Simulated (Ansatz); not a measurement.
Relaxed AlN (zinc blende):

```yaml
crystal:
  lattice:
    - [0.00000, 2.20161, 2.20161]
    - [2.20161, 0.00000, 2.20161]
    - [2.20161, 2.20161, 0.00000]
  atoms:
    - { symbol: N, position: [0.75000, 0.75000, 0.75000] }
    - { symbol: Al, position: [0.00000, 0.00000, 0.00000] }
```

Scan: atom 2 (Al, nearest neighbour N at 1.907 Å; its periodic images, 3.1 Å or more away, move with it) is displaced along Cartesian z, direction (0.000, 0.000, 1.000) in Cartesian axes, by s. The other atoms stay.

The numbers are results of PBE (plane waves to 420 eV, PAW, scalar-relativistic; Ansatz, a first-principles code), not measurements. k mesh 10×10×10 (Γ-centred), Fermi-Dirac smearing 0.05 eV. Energies are smeared free energies. F∥ is the force on the atom along that direction. AlN was relaxed with its symmetry unable to fall. The zero of ΔE is the undisplaced structure.

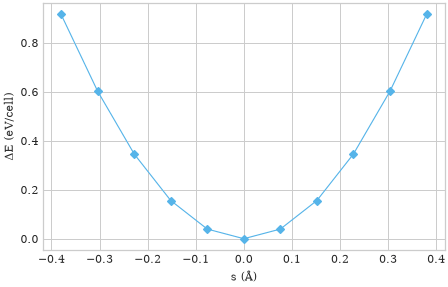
Fig. 1. ΔE (eV/cell) against s (Å); markers are the computed points, lines only join them.

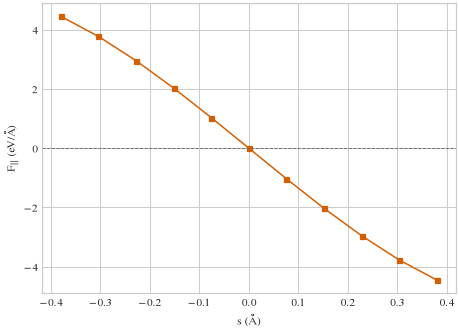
*F∥ (eV/Å) against s (Å); computed points joined by lines.*

The zone-centre optical wavenumber from k (transverse: no LO-TO term) is 635 cm⁻¹. The energy at s = 0.380 Å is 916 meV/cell and the force along the line at s = -0.380 Å comes out as 4.45 eV/Å. Symmetry of the curve: even: the same for both signs. Harmonic estimate at the end of the scan: ½ks² = 986 meV/cell against the computed 916 meV/cell, so the well is softer than harmonic there.

Reduced mass μ = 9.22 u; ν̃ = 521.5·√(k/μ) with k = 13.66 eV/Å².

(A displaced cell: forces are minus the slopes of the energy, force constants its curvatures, and phonons follow from these.)
